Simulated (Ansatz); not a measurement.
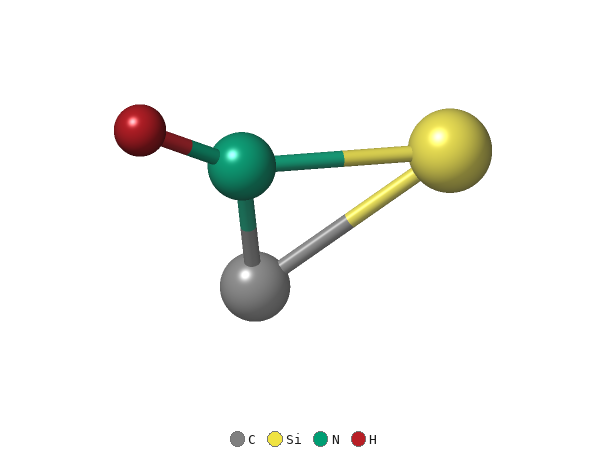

Rendered structure (ball-and-stick style).

Computed geometry: PBE0-D4/def2-TZVP optimisation. No frequency run is at hand to confirm it as a minimum.

Describe the molecule.

The molecule is CHNSi. As SMILES it reads `C1#[Si]N1`. Among its groups: Si–N bond. The point group is Cs. All atoms lie on one plane.

The parts below concern this one geometry. Atoms keep their numbers from picture to picture.

Geometry

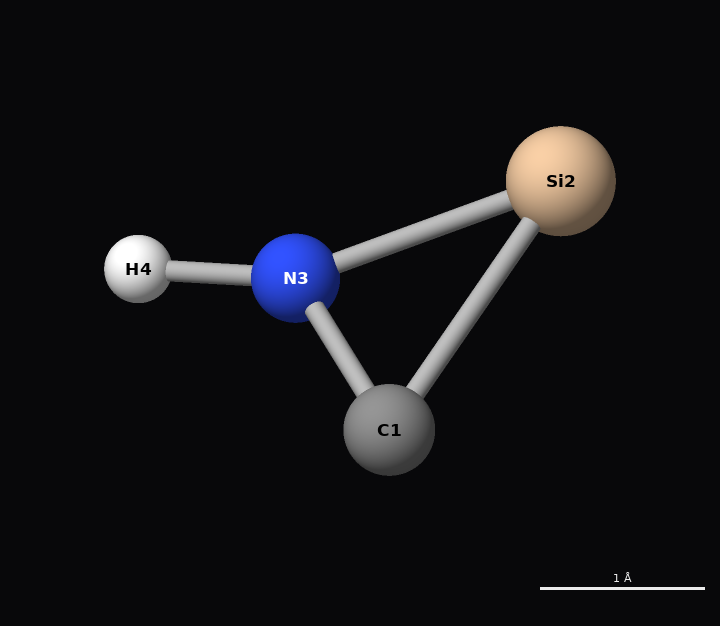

Atoms carry their numbers in the input. No frequency run is at hand to confirm it as a minimum.

What are the angles Si2–C1–N3, C1–Si2–N3, C1–N3–Si2, C1–N3–H4, Si2–N3–H4?

| angle | degrees |
| --- | --- |
| Si2–C1–N3 | 61.0 |
| C1–Si2–N3 | 41.3 |
| C1–N3–Si2 | 77.8 |
| C1–N3–H4 | 129.0 |
| Si2–N3–H4 | 153.2 |

Dipole moment

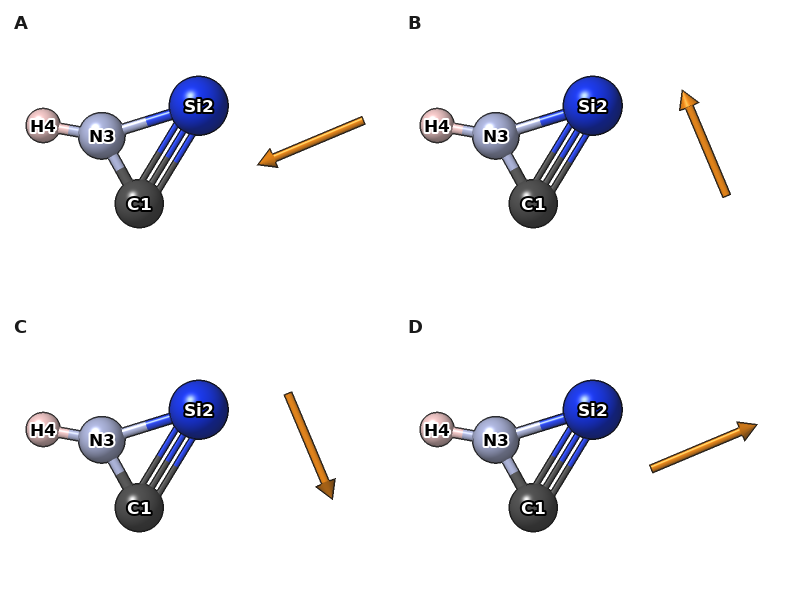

The same molecule four times, each with an arrow. No frequency run is at hand to confirm it as a minimum. Properties computed with RKS PBE0-D4/def2-TZVP (Ansatz 0.2.0).

Which arrow points along the dipole moment, from the negative to the positive end?

B. The dipole moment is 2.61 D; it points from the side of C1 to the side of H4 (the outermost atoms at the two ends).

Charges

The questions are on Mulliken charges. No frequency run is at hand to confirm it as a minimum. Level of theory: RKS PBE0-D4/def2-TZVP (Ansatz 0.2.0).

List the Mulliken charges.

```
atom  value (e)
  C1      −0.24
 Si2       0.19
  N3      −0.19
  H4       0.24
```

Electronic properties

No frequency run is at hand to confirm it as a minimum. Properties computed with RKS PBE0-D4/def2-TZVPP (Ansatz 0.2.0).

Estimate the HOMO energy (Kohn–Sham orbital).

−5.84 eV.

Estimate the LUMO energy (Kohn–Sham orbital).

−2.29 eV.

Mulliken values depend strongly on the basis set and can even reverse the polarity of a bond.
